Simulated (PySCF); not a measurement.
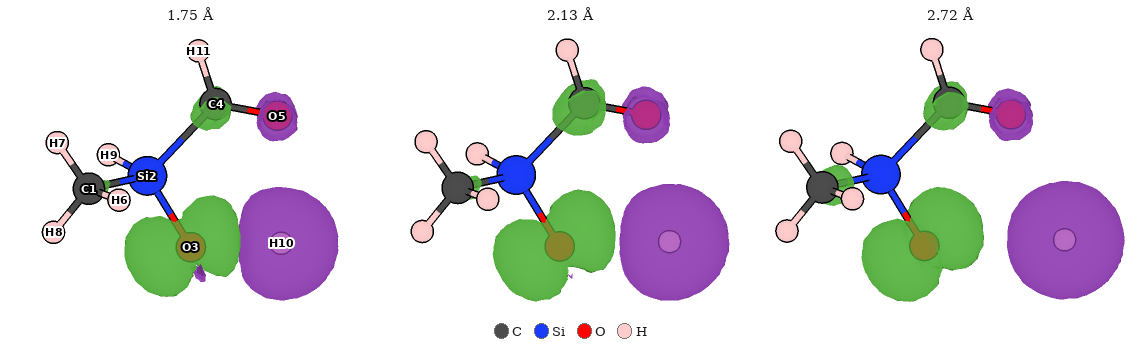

C2H6O2Si, SMILES `C[SiH](O)C=O`. Rigid stretch of the O3–H10 bond. Broken-symmetry UHF spin density at ±0.03 e/Å³ (purple: α, green: β).

Computed with PySCF, cc-pVDZ basis, geometry: GFN2-xTB. No frequency check shows the geometry to be a minimum.

Question: How does the broken-symmetry solution share the spin, and how far is it from a pure singlet?

Answer: At 2.72 Å excess α spin lies mostly on H10 and excess β on O3; the two could be swapped at no cost. ⟨S²⟩ is 0.76 at 1.75 Å, 0.95 at 2.13 Å and 1.00 at 2.72 Å, against 0 for a pure singlet and 1 for an equal mix of singlet and triplet.

Question: Where does the UHF solution part from RHF?

Answer: Between 1.31 Å (⟨S²⟩ = 0, the two coincide) and 1.50 Å (⟨S²⟩ = 0.29); at 2.72 Å ⟨S²⟩ is 1.00 and UHF lies 4.6 eV below RHF.

Question: How much energy does the stretch cost?

Answer: By CASSCF, 4.6 eV from the lowest point of the scan (0.97 Å) to 2.72 Å; RHF gives 8.6 eV from its own lowest point. The fragments aren't relaxed and dynamic correlation is missing, so this isn't a bond dissociation energy.
